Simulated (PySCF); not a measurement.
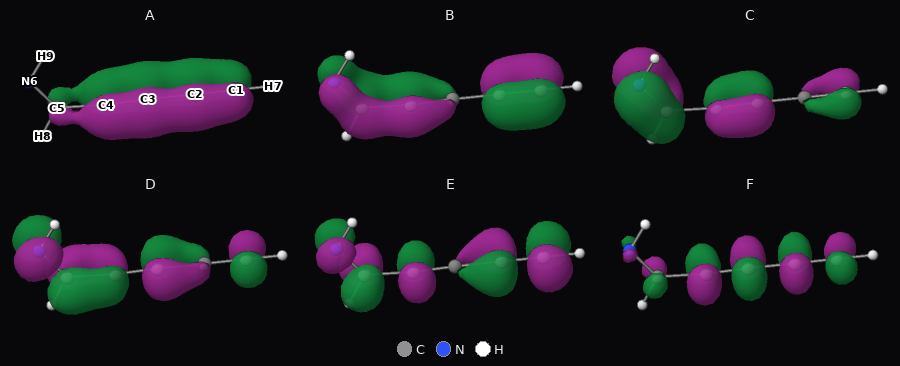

Figure 1: C5H3N, SMILES `C#CC#CC=N`. Natural orbitals of the π active space, CASSCF(6,6), singlet state, in order of falling occupation. The active space holds only one of the two perpendicular π systems.

Computed with PySCF, def2-SVP basis, geometry: GFN2-xTB. No frequency check shows the geometry to be a minimum.

Question: What are the natural occupation numbers?

Answer: A 1.95, B 1.93, C 1.89, D 0.12, E 0.07, F 0.04.

Question: How multiconfigurational is the state?

Answer: The leading determinant weighs 0.89; the effective number of unpaired electrons, Σ n²(2−n)², is 0.14; the most occupied of the weakly occupied orbitals holds 0.12 e, as in an ordinary closed-shell π system. The active space lowers the energy by 2.21 eV against Hartree–Fock.

Question: Where does the lowest triplet lie relative to the singlet, at this geometry and within this active space?

Answer: 3.81 eV above it by strongly contracted NEVPT2 (+3.65 eV by CASSCF); a small basis tends to put such gaps a few tenths of an eV too high. This is a vertical energy for π states alone; a state that uses lone pairs or σ orbitals may lie lower.

Run time: 29 s on 1 thread of Arm Neoverse V2, with other jobs on the host, peak memory 0.25 GiB.
